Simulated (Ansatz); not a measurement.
```xyz
18

Te   -0.0019   -2.6177   -0.0140
Hg   -3.6208   -2.0825    0.0225
Te   -2.2629    1.3151   -0.0188
Hg    3.6211   -2.0972    0.0266
Te    2.2675    1.3028    0.0008
Hg    0.0090    4.1834    0.0234
H    -0.0194   -3.8032    1.1538
H    -0.0093   -3.7734   -1.2115
H    -3.6867   -2.1262   -1.6336
H    -3.6262   -2.0799    1.6810
H    -3.2662    1.8981   -1.2118
H    -3.2953    1.8888    1.1536
H     3.6756   -2.1207   -1.6306
H     3.6368   -2.1141    1.6847
H     3.2504    1.8644   -1.2191
H     3.3098    1.9139    1.1451
H     0.0054    4.2042    1.6815
H     0.0131    4.2441   -1.6337
```

Geometry: r2SCAN-D4/def2-SVP; core potentials replace the inner electrons of Te and Hg.

These are results of Ansatz 0.2.0, RKS PBE0-D4/def2-TZVP, not measurements.

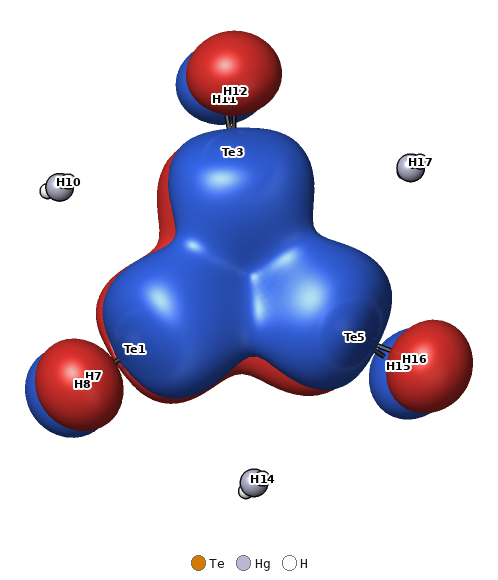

H$_{12}$Hg$_{3}$Te$_{3}$. The LUMO at ±0.06 Å⁻³ᐟ² (red and blue are the two phases), seen across its widest extent.

**Where does this orbital lie, and at what energy?**

Its weight (Hirshfeld) is mainly on Te1 (about 25 %), Te3 (about 25 %) and Te5 (about 25 %). Its energy is −1.59 eV.
